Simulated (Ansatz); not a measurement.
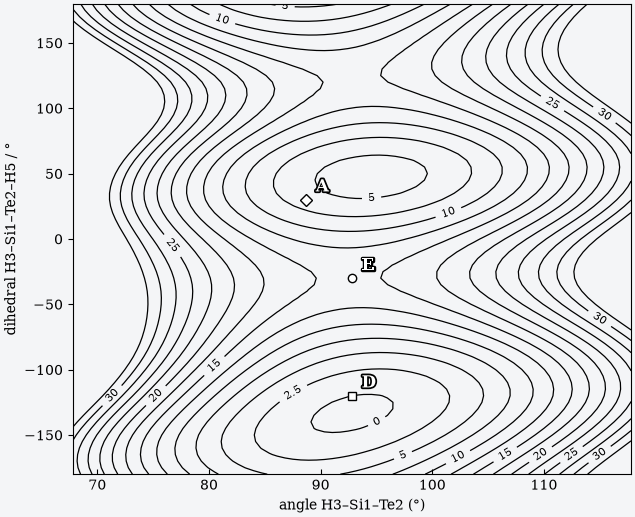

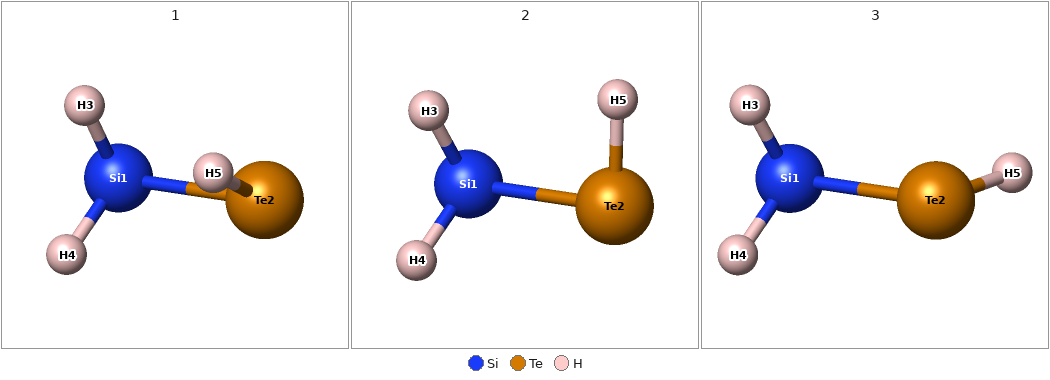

H3SiTe, SMILES [SiH2-][TeH], charge −1. 
- Coordinates scanned: (1) angle H3–Si1–Te2; (2) dihedral H3–Si1–Te2–H5.
- Nothing is relaxed (all other coordinates rigid).
- Grid: 13 × 12 points.
- Points are written as (first, second).
- Energies: kJ/mol, counted from the lowest grid point.
- Computed with RKS B3LYP-D4/def2-TZVPD in Ansatz 0.2.0.

The picture shows contour lines labelled in kJ/mol (none above 32.5), lettered points. Between grid points the surface is interpolated. The numbered pictures are the structures at these points, in random order.

Which structure belongs to which point?

A is structure 1: (88.7°, 30°), 6.3 kJ/mol; D is structure 3: (92.8°, −120°), 0.0 kJ/mol; E is structure 2: (92.8°, −30°), 14.6 kJ/mol.
